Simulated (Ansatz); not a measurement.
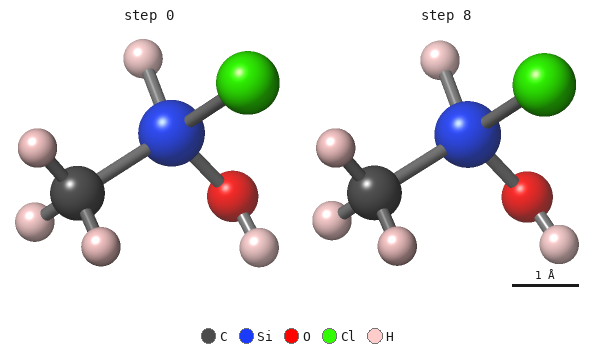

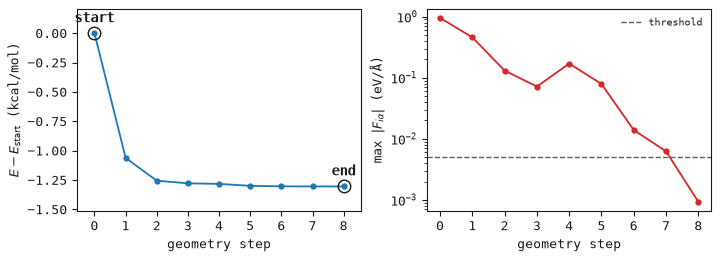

First and last geometry of a relaxation of CH5ClOSi, with the history of the run. A ball-and-stick model, seen at a tilt.

The start comes from PBE-D4/def2-SVP.

Level of theory: RKS PBE0-D4/def2-TZVP in Ansatz. (force threshold 0.005 eV/Å; at most 150 steps)

### What do the curves and the structures tell?

It converged. The energy falls by 1.30 kcal/mol in 8 geometry steps. The largest force component goes from 0.95 to 0.00093 eV/Å. The atom that moves furthest after the best rigid fit is an H atom (0.067 Å). By element the largest moves are H 0.067 Å, O 0.049 Å, Cl 0.049 Å, Si 0.023 Å, C 0.006 Å. Some distances before and after: O–Si 1.674 → 1.636 Å, Cl–Si 2.095 → 2.066 Å, C–Si 1.874 → 1.852 Å, H–Si 1.493 → 1.477 Å. Bond angles that change, for instance: Si–O–H 116.1° → 118.5°. The run took about 80 core-seconds on a shared host.
